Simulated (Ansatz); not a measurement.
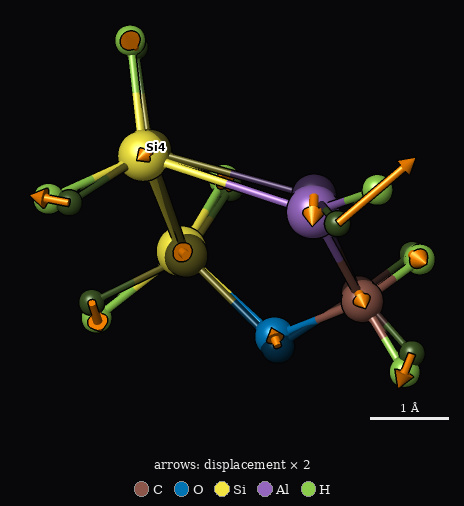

This is a relaxation of CH7AlOSi2 (coarse preliminary run). The starting structure is drawn faded, the final one solid; orange arrows show the displacements, 2 times their true length. The two geometries are superimposed by the best rigid fit.

Style: ball-and-stick. Shown from a free direction.

The start comes from a force field.

Theory: RKS PBE-D4/def2-SVP (Ansatz). Settings: force threshold 0.03 eV/Å; at most 200 steps.

### What did the optimiser do to the structure, and how much energy did it gain?

An H atom moves most after the best rigid fit: 0.67 Å. By element the largest moves are H 0.67 Å, Al 0.26 Å, Si 0.20 Å, O 0.16 Å, C 0.16 Å. Among the contacts that change: Al–Si 2.311 → 2.455 Å, Si–Si 2.230 → 2.367 Å, H–Si 1.394 → 1.507 Å, C–O 1.374 → 1.438 Å. Bond angles that change, for instance: C–O–Si 106.6° → 120.8°, Si–Al–H 122.9° → 134.3°, H–Si–H 118.3° → 109.6°. Over 9 geometry steps the energy falls by 91.5 kJ/mol. Largest force component: 3.3 eV/Å at the start, 0.03 eV/Å at the end. Cost: 26 s on 4 threads of Intel Xeon Platinum 8175M @ 2.50GHz (shared host).
